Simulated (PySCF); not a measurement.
**C₅H₈O₂SSi (SMILES O=CO/C=C1/C[SiH2]CS1): density, localisation and related maps**

The calculation's input:

```
{"job": {"kind": "nmr", "xc": "PBE0", "basis": "pcSseg-1"}, "charge": 0, "multiplicity": 1}
O      4.240390    -0.287974     0.255645
C      3.655598     0.757453     0.251806
O      2.352423     0.941747     0.125112
C      1.541837    -0.172741    -0.013298
C      0.229022    -0.045460    -0.206458
C     -0.687691    -1.214171    -0.366944
Si    -2.402574    -0.680969     0.266260
C     -2.260426     1.110977    -0.367475
S     -0.490634     1.561849    -0.284302
H      4.138078     1.743391     0.354617
H      2.050102    -1.125309     0.040046
H     -0.264626    -2.083871     0.131088
H     -0.758183    -1.459494    -1.430321
H     -2.479173    -0.707557     1.725907
H     -3.493734    -1.394182    -0.392945
H     -2.586100     1.225134    -1.400244
H     -2.791307     1.843208     0.234388
```

Run with:

```sh
OMP_NUM_THREADS=1 python probes_run.py task.json out
```

Geometry: GFN2-xTB.

Computed with PySCF, PBE0/pcSseg-1, SCF density, gas phase, non-relativistic.

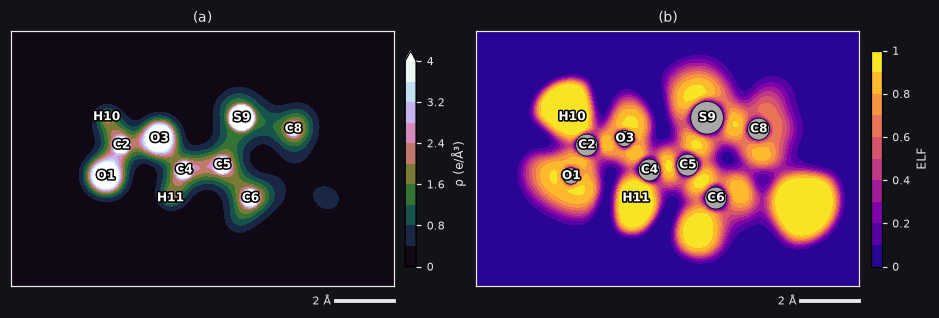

Figure 1. (a) electron density; (b) ELF on the plane of atoms C6, C5 and S9. Grey discs cover the atomic cores in the ELF map.

### Describe what can be read from this map.

- The plane passes through O, C, S and H nuclei.
- C–O (1.20 Å): ρ is about 3.4 e/Å³ halfway; the ELF peaks at about 0.85 between the atoms (a multiple bond).
- C–C (1.33 Å): ρ at the midpoint is about 2.3 e/Å³; the ELF peaks at about 0.95 between the atoms; a multiple bond.
- C–S (1.76 Å): the density is about 1.3 e/Å³ at the midpoint; the ELF peaks at about 0.90 between the atoms: a shared electron pair.
- C–H (1.08 Å): the density is about 2.1 e/Å³ at the midpoint; the ELF climbs to about 1 towards the hydrogen, as it does in any bond to H (a covalent bond by its length).
- C–O (1.32 Å): ρ is about 2.5 e/Å³ halfway; the ELF peaks at about 0.90 between the atoms (a shared but strongly polarised pair).
- The ELF also peaks beside O1, O3 and S9, away from the bonds: lone-pair regions.

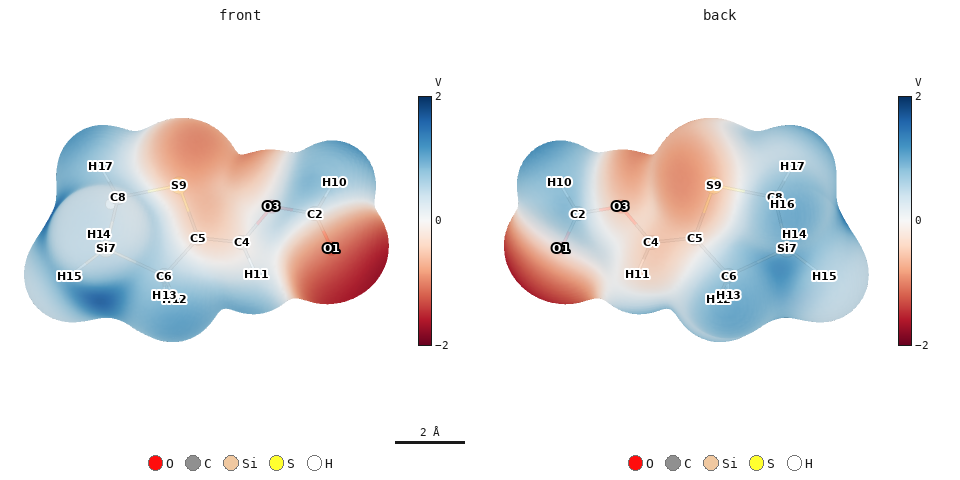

Figure 2. The molecular electrostatic potential painted on the density surface at 0.002 e/bohr³, seen from the front and from behind; the colour scale runs from red (negative) to blue (positive).

### Where is the surface potential most negative and most positive?

The most negative region (about −1.7 V) lies over O1, the most positive (about +1.5 V) over Si7. O1 is the likeliest acceptor of a hydrogen bond.
